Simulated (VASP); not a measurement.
Band structure of TiZn (space group Pm-3m). Calculation: PBEsol GGA, VASP's PBE PAW potentials (set 64) (plane waves; VASP 6.6.1).

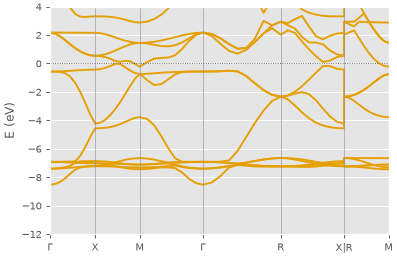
Fig. 1. Bands along high-symmetry lines, zero at the valence-band maximum or, without a gap, the Fermi level

Q: Read the plot: is there a gap, and where are the band edges?

A: It has no gap at this level: it comes out as a metal or semimetal.

The structure comes from a computed database's TiZn entry (Pm-3m); how it stands against other phases isn't given here. The cell was not relaxed at this level.
